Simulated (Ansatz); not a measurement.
# InNH4 (SMILES [NH2][InH2]): energies and forces away from the minimum

Aim: displace all atoms at random from the minimum and see how well density functionals give the CCSD(T) energy and forces there.

Computed with Ansatz 0.2.0, Gaussian basis. Level: single points with forces in def2-TZVPP.

Levels: PBE-D4, r2SCAN-D4, PBE0-D4, wB97M-V, Hartree-Fock, MP2, CCSD, CCSD(T). Each coordinate is moved by a Gaussian draw of the width named (0.7 of it for atoms other than hydrogen): 0.02, 0.12 Å.

Correlated methods freeze the cores. Filled d shells of the heavier atoms are correlated. Core potentials replace the inner electrons past krypton, and spin-orbit coupling is left out.

13 further runs of the same task are left out: 13 set aside as unsound or not needed.

### 1 Starting geometry

The minimum, relaxed at PBE0-D4: 6 atoms, charge 0, spin multiplicity 1.

Atoms are counted from 1 here; the program's logs count them from 0.

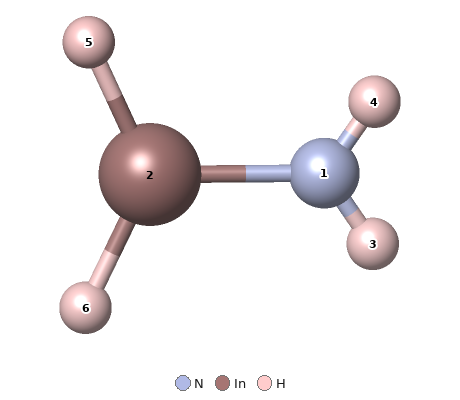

Start geometry, drawn with nitrogen light blue, indium brown, hydrogen pink; atoms are numbered from 1 in the order of the file.

Geometry (Å):

```
N    -0.0922   -1.0605    0.0366
In    0.0953    0.9359   -0.0483
H    -0.5980   -1.5529    0.7534
H     0.3119   -1.6973   -0.6293
H     1.0125    1.5205   -1.3707
H    -0.6874    1.7903    1.2121
```

Energies of the minimum (eV), from earlier single points: PBE-D4 -6727.44560, r2SCAN-D4 -6730.38973, PBE0-D4 -6727.54314, B3LYP-D4 -6731.49690, wB97M-V -6727.04593, CCSD(T) -6708.78890.

### 2 Structure 1, width 0.02 Å

ccsdt-tzvpp/in.yaml

```yaml
crystal:
  periodic: [false, false, false]
  atoms:
    - {symbol: N, position_ang: [-0.094589, -1.071431, 0.023948]}
    - {symbol: In, position_ang: [0.092877, 0.924534, -0.074435]}
    - {symbol: H, position_ang: [-0.583597, -1.549949, 0.740384]}
    - {symbol: H, position_ang: [0.292076, -1.675018, -0.630440]}
    - {symbol: H, position_ang: [1.050552, 1.533128, -1.380893]}
    - {symbol: H, position_ang: [-0.721794, 1.803504, 1.217700]}
basis:
  gaussian: {orbitals: def2-TZVPP}
correlation: {method: ccsd_t}
output: {forces: true}
```

The command line of these runs was not kept.

Standard output (excerpt; [...] marks lines left out):

```text
Functional definition: HF
  name "HF"
  cite "Fock, Z. Phys. 61, 126 (1930) doi:10.1007/BF01340294"
  parent pbe
[...]
976 factors; integrals over basis functions are off by at most 8.1e-4 eV
[...]
mean field -6693.81856405 eV, -245.9932949957 hartree, gradient 4.8e-6 eV, S^2 0.000000; 0 other end points of the search recorded, 0 dependent functions left out
5 core orbitals not correlated: weight in the atoms' cores, before any rotation towards them, 1.000 or more for the frozen orbitals, at most 0.000 for the correlated occupied ones
reference -6693.81856405 eV, -245.9932949957 hartree; 11, 11 occupied and 121, 121 virtual orbitals, 976 factors
second order -14.09494547 eV of doubles, -0.00000000 eV of singles
cycle   1  -14.01450892 eV  change    8.0e-2 eV  update   9.3e-2
[...]
cycle  11  -14.45210314 eV  change   -1.7e-6 eV  update   4.5e-6
perturbative correction -0.45847098 eV, -0.0168484978 hartree
[...]
working
Total energy: -6708.72913817 eV, -246.5412484878 hartree
Atom 0 at    -0.094589    -1.071431     0.023948 Å, force    -0.330798     1.611326     0.654425 eV/Å
Atom 1 at     0.092877     0.924534    -0.074435 Å, force    -0.113585     0.381328     0.295551 eV/Å
Atom 2 at    -0.583597    -1.549949     0.740384 Å, force    -0.363046    -0.391287     0.490199 eV/Å
Atom 3 at     0.292076    -1.675018    -0.630440 Å, force     0.704842    -1.213009    -1.179924 eV/Å
Atom 4 at     1.050552     1.533128    -1.380893 Å, force    -0.179971    -0.097165     0.201587 eV/Å
Atom 5 at    -0.721794     1.803504     1.217700 Å, force     0.282559    -0.291194    -0.461838 eV/Å
Dipole moment:    -0.004281    -0.101284    -0.015554 e Å
```

Wall time 88 s (2 threads, shared host); peak memory 1.4 GiB.

The other levels were run on the same coordinates; their logs were not kept, and their results stand in the tables.

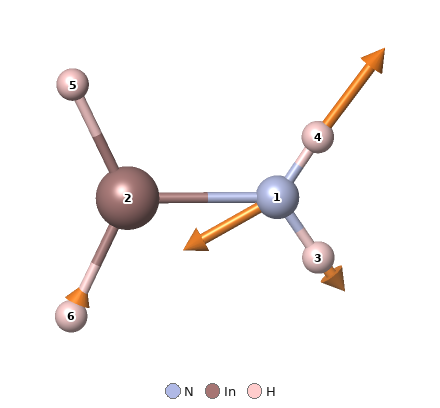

Forces at CCSD(T); the longest arrow is 1.83 eV/Å.

| method | RMS force component (eV/Å) | RMS error against CCSD(T) (eV/Å) | angle to CCSD(T) forces (°) | dipole (D) |
| --- | --- | --- | --- | --- |
| PBE-D4 | 0.727 | 0.139 | 9.9 | 0.73 |
| r2SCAN-D4 | 0.646 | 0.032 | 2.7 | 0.63 |
| PBE0-D4 | 0.632 | 0.033 | 2.1 | 0.53 |
| wB97M-V | 0.636 | 0.029 | 2.0 | 0.46 |
| CCSD(T) | 0.655 | reference | reference | 0.49 |

### 3 Structure 2, width 0.12 Å

ccsdt-tzvpp/in.yaml

```yaml
crystal:
  periodic: [false, false, false]
  atoms:
    - {symbol: N, position_ang: [-0.016221, -1.062453, -0.046624]}
    - {symbol: In, position_ang: [0.068513, 0.898676, -0.220578]}
    - {symbol: H, position_ang: [-0.482138, -1.634186, 0.637240]}
    - {symbol: H, position_ang: [0.390069, -1.737692, -0.790279]}
    - {symbol: H, position_ang: [0.936808, 1.576180, -1.443872]}
    - {symbol: H, position_ang: [-0.749715, 1.960520, 1.359663]}
basis:
  gaussian: {orbitals: def2-TZVPP}
correlation: {method: ccsd_t}
output: {forces: true}
```

Standard output (excerpt; [...] marks lines left out):

```text
[... 4 set-up lines as earlier in the session ...]
[...]
978 factors; integrals over basis functions are off by at most 8.1e-4 eV
[...]
mean field -6693.09508176 eV, -245.9667075120 hartree, gradient 5.6e-6 eV, S^2 0.000000; 0 other end points of the search recorded, 0 dependent functions left out
5 core orbitals not correlated: weight in the atoms' cores, before any rotation towards them, 1.000 or more for the frozen orbitals, at most 0.000 for the correlated occupied ones
reference -6693.09508176 eV, -245.9667075120 hartree; 11, 11 occupied and 121, 121 virtual orbitals, 978 factors
second order -14.12430306 eV of doubles, -0.00000000 eV of singles
cycle   1  -14.03865755 eV  change    8.6e-2 eV  update   9.8e-2
[...]
cycle  11  -14.51905154 eV  change   -4.9e-6 eV  update   6.8e-6
perturbative correction -0.47826576 eV, -0.0175759426 hartree
[...]
working
Total energy: -6708.09239907 eV, -246.5178487574 hartree
Atom 0 at    -0.016221    -1.062453    -0.046624 Å, force     1.021257    -2.563026    -1.889183 eV/Å
Atom 1 at     0.068513     0.898676    -0.220578 Å, force    -1.134824     1.427742     2.422772 eV/Å
Atom 2 at    -0.482138    -1.634186     0.637240 Å, force    -0.133991     0.191389     0.178531 eV/Å
Atom 3 at     0.390069    -1.737692    -0.790279 Å, force    -0.953141     1.783272     1.729737 eV/Å
Atom 4 at     0.936808     1.576180    -1.443872 Å, force     0.375612     0.360489    -0.691306 eV/Å
Atom 5 at    -0.749715     1.960520     1.359663 Å, force     0.825086    -1.199866    -1.750552 eV/Å
Dipole moment:     0.032766    -0.235301    -0.199629 e Å
```

Wall time 99 s (2 threads, shared host); peak memory 1.4 GiB.

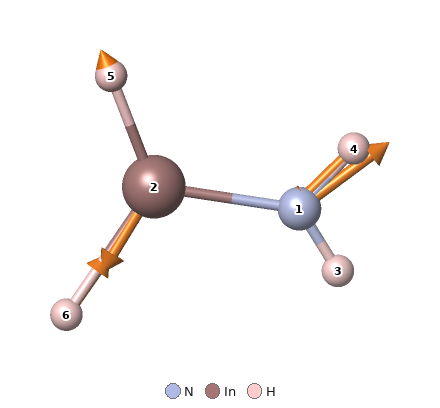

Forces at CCSD(T); the longest arrow is 3.34 eV/Å.

| method | RMS force component (eV/Å) | RMS error against CCSD(T) (eV/Å) | angle to CCSD(T) forces (°) | dipole (D) |
| --- | --- | --- | --- | --- |
| PBE-D4 | 1.287 | 0.151 | 5.6 | 1.66 |
| r2SCAN-D4 | 1.343 | 0.031 | 1.0 | 1.63 |
| PBE0-D4 | 1.360 | 0.049 | 2.1 | 1.58 |
| wB97M-V | 1.386 | 0.037 | 1.2 | 1.58 |
| CCSD(T) | 1.364 | reference | reference | 1.49 |

### 4 All structures together

Energy above the minimum (eV):

| structure | width (Å) | PBE-D4 | r2SCAN-D4 | PBE0-D4 | wB97M-V | Hartree-Fock | MP2 | CCSD | CCSD(T) |
| --- | --- | --- | --- | --- | --- | --- | --- | --- | --- |
| 1 | 0.02 | 0.064 | 0.059 | 0.053 | 0.059 | 0.012 | 0.073 | 0.056 | 0.060 |
| 2 | 0.12 | 0.613 | 0.683 | 0.683 | 0.716 | 0.736 | 0.767 | 0.712 | 0.697 |

What each level costs and misses (shared host):

| method | mean energy error from CCSD(T) (eV) | mean time a point |
| --- | --- | --- |
| PBE-D4 | 0.044 | 1.4 s |
| r2SCAN-D4 | 0.007 | 2.9 s |
| PBE0-D4 | 0.010 | 1.8 s |
| wB97M-V | 0.010 | 6 s |
| Hartree-Fock | 0.043 | part of the CCSD(T) run |
| MP2 | 0.042 | part of the CCSD(T) run |
| CCSD | 0.010 | part of the CCSD(T) run |
| CCSD(T) | 0 | 93 s |

The best functional, r2SCAN-D4, misses by 0.007 eV and takes 2.9 s a point, against 93 s for CCSD(T).

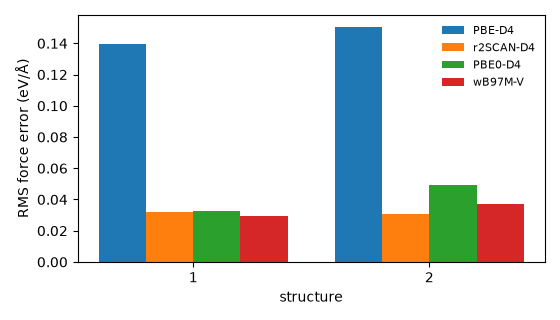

Force errors against CCSD(T).

### 5 What came out

| quantity | value |
| --- | --- |
| energy above the minimum, CCSD(T) | 0.060, 0.697 eV |
| mean energy error | PBE-D4 0.044, r2SCAN-D4 0.007, PBE0-D4 0.010, wB97M-V 0.010, Hartree-Fock 0.043, MP2 0.042, CCSD 0.010 eV |
| mean RMS force error | PBE-D4 0.145, r2SCAN-D4 0.031, PBE0-D4 0.041, wB97M-V 0.033 eV/Å |
| largest T1 diagnostic | 0.017 |

In words: r2SCAN-D4 gives the best energies and PBE-D4 the worst. For forces r2SCAN-D4 is best, off by 3 % of the typical force, and PBE-D4 worst (14 %); with few structures and a triple-zeta reference, gaps of a few points rank nothing.
